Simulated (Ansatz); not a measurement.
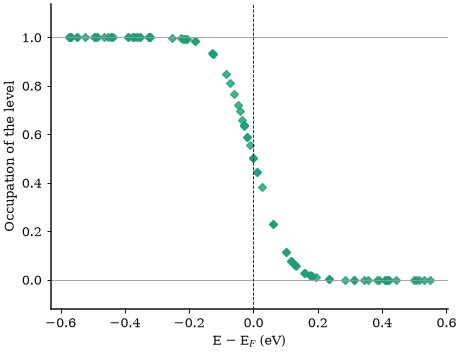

Occupations of the one-electron levels of the k mesh against their energy, from a run on ReAgSeCl2, space group Cmcm, 10 atoms in the cell, with Ansatz.

> Which smearing scheme was used (Fermi-Dirac, Gaussian, Methfessel-Paxton or cold), and about what width?

Gaussian smearing with a width of 0.12 eV. The occupations stay between 0 and 1 and die off fast, as an error function; the slope at the Fermi level is 1/(√π × width).
